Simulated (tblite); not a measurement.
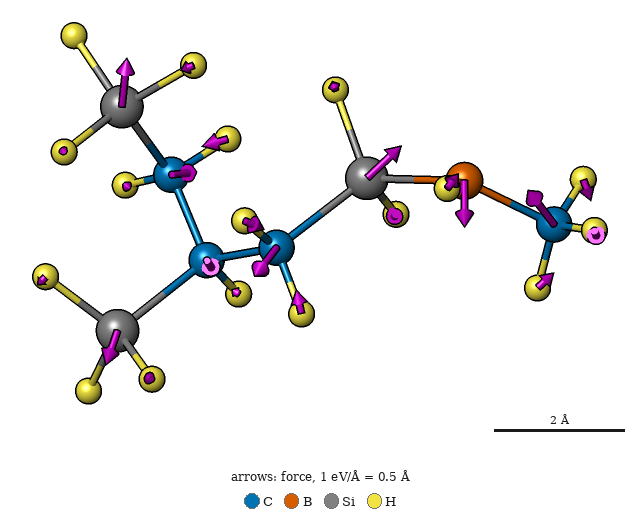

Starting geometry of C4H17BSi3 with the computed forces as purple arrows. A ball-and-stick model, seen face on.

The calculation used GFN2-xTB geometry optimisation, gas phase (tblite 0.8.0). 

**Is this structure relaxed? If not, where do the atoms go?**

It isn't relaxed: the largest force vector, on a C atom, is 1.95 eV/Å. The final displacements have little in common with the starting forces (cosine between the two patterns 0.15). An H atom moves most after the best rigid fit: 1.29 Å. By element the largest moves are H 1.29 Å, C 0.26 Å, Si 0.19 Å, B 0.07 Å. Some distances before and after: C–Si 1.853 → 1.920 Å, C–Si 1.850 → 1.899 Å, C–Si 1.865 → 1.910 Å, B–C 1.611 → 1.570 Å. Among the angles between lasting bonds that change: B–C–H 105.3° → 114.5°, B–Si–H 107.2° → 116.0°, B–C–H 106.8° → 114.9°. Groups turn about C–Si by about 50°. Over 180 geometry steps the energy falls by 0.810 eV.
